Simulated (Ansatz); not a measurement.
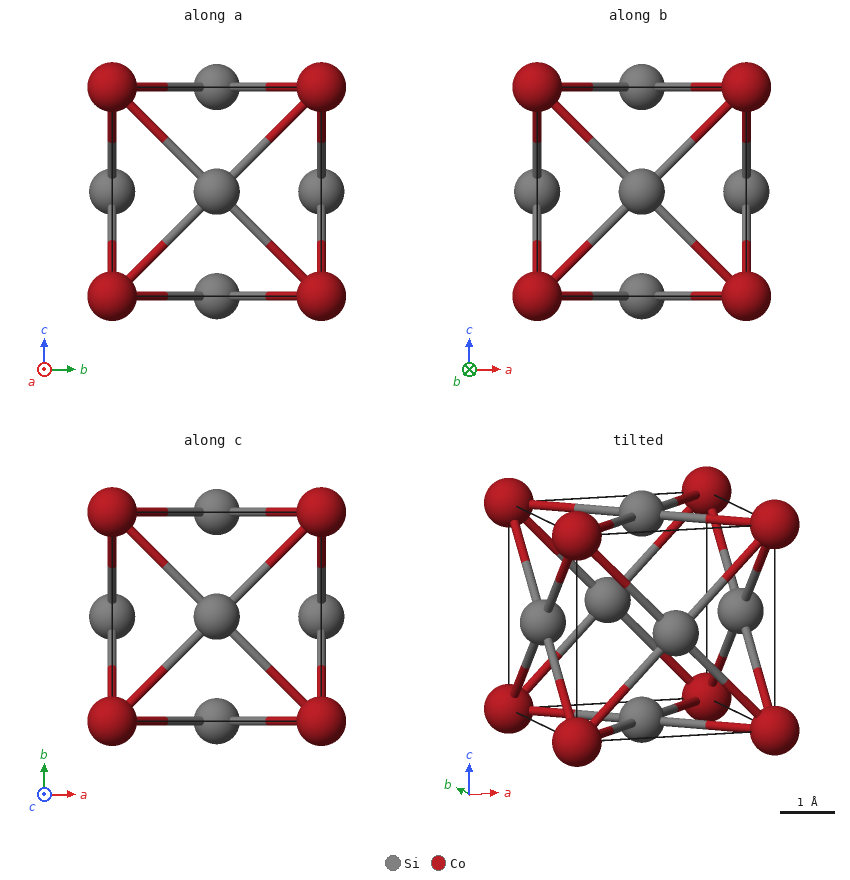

An orthographic ball-and-stick view of the structure, along the a axis, along the b axis, along the c axis and slightly off an axis. The conventional unit cell is drawn as a box.

Lattice parameters: a = 3.9181 Å, b = 3.9181 Å, c = 3.9181 Å, α = 90.000°, β = 90.000°, γ = 90.000°.

Question: Set out the cell and atoms as a CIF in P1 with every atom of the cell.

Answer:
```cif
data_structure
_symmetry_space_group_name_H-M 'P 1'
_symmetry_Int_Tables_number 1
_cell_length_a 3.9181
_cell_length_b 3.9181
_cell_length_c 3.9181
_cell_angle_alpha 90.000
_cell_angle_beta 90.000
_cell_angle_gamma 90.000
_cell_volume 60.15
loop_
_atom_site_label
_atom_site_type_symbol
_atom_site_fract_x
_atom_site_fract_y
_atom_site_fract_z
_atom_site_occupancy
Si1 Si 0.0000 0.5000 0.5000 1
Si2 Si 0.5000 0.0000 0.5000 1
Si3 Si 0.5000 0.5000 0.0000 1
Co1 Co 0.0000 0.0000 0.0000 1
```

Provenance: a structure type filled with these elements by a generator (whether the compound takes this form wasn't checked). Earlier steps of the study may have refined or changed the cell and positions. Ansatz was used for an electronic-structure calculation on it.

At this level of theory the cell isn't at rest (stretched, at -15 GPa), so its distances can differ from those at equilibrium, the more so the softer the solid.
